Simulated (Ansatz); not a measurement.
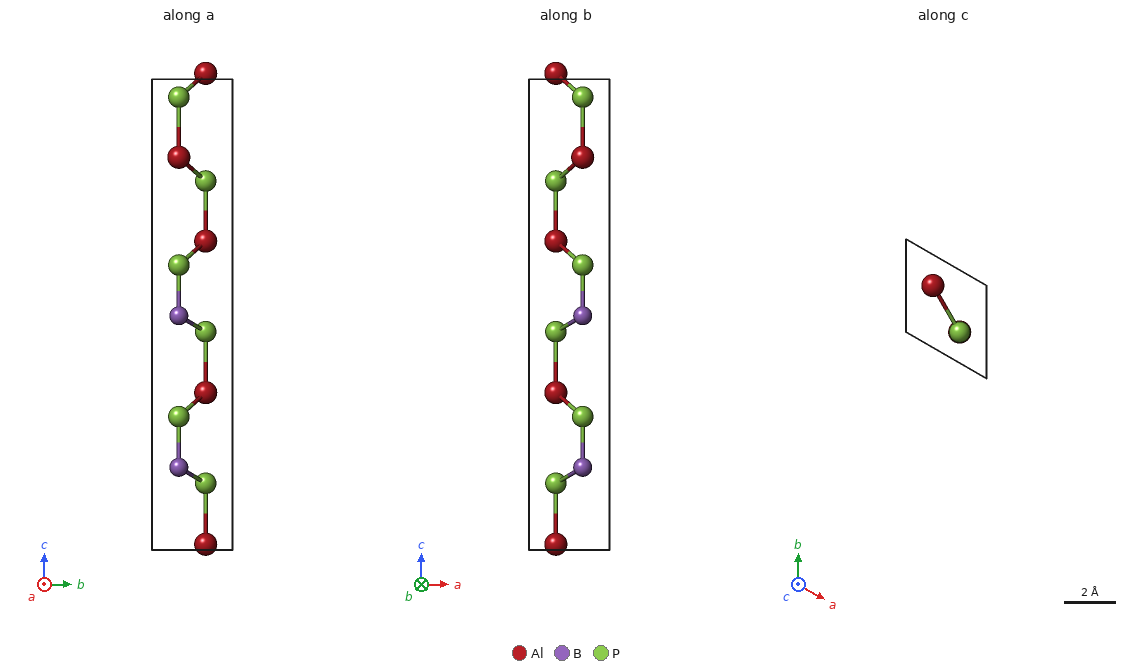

The figure gives a ball-and-stick picture of the atoms, viewed along the a axis, along the b axis and along the c axis. Atoms at the boundary of the conventional unit cell (the box) are drawn once for each face, edge or corner they touch.

Lattice parameters: a = 3.6523 Å, b = 3.6523 Å, c = 18.4960 Å, α = 90.000°, β = 90.000°, γ = 120.000°.

Question: Give the structure in the form of a CIF in P1 with every atom of the cell, with free fractional coordinates to two decimals.

Answer:
```cif
data_structure
_symmetry_space_group_name_H-M 'P 1'
_symmetry_Int_Tables_number 1
_cell_length_a 3.6523
_cell_length_b 3.6523
_cell_length_c 18.4960
_cell_angle_alpha 90.000
_cell_angle_beta 90.000
_cell_angle_gamma 120.000
_cell_volume 213.67
loop_
_atom_site_label
_atom_site_type_symbol
_atom_site_fract_x
_atom_site_fract_y
_atom_site_fract_z
_atom_site_occupancy
Al1 Al 0.3333 0.6667 0.01 1
Al2 Al 0.3333 0.6667 0.33 1
Al3 Al 0.3333 0.6667 0.66 1
Al4 Al 0.6667 0.3333 0.83 1
B1 B 0.6667 0.3333 0.18 1
B2 B 0.6667 0.3333 0.50 1
P1 P 0.3333 0.6667 0.14 1
P2 P 0.3333 0.6667 0.46 1
P3 P 0.3333 0.6667 0.78 1
P4 P 0.6667 0.3333 0.28 1
P5 P 0.6667 0.3333 0.61 1
P6 P 0.6667 0.3333 0.96 1
```

The initial geometry was a structure type filled with these elements by a generator (whether the compound takes this form wasn't checked). The final geometry of a relaxation with DFT PBE, scalar-relativistic, plane waves, PAW (Ansatz) is shown.
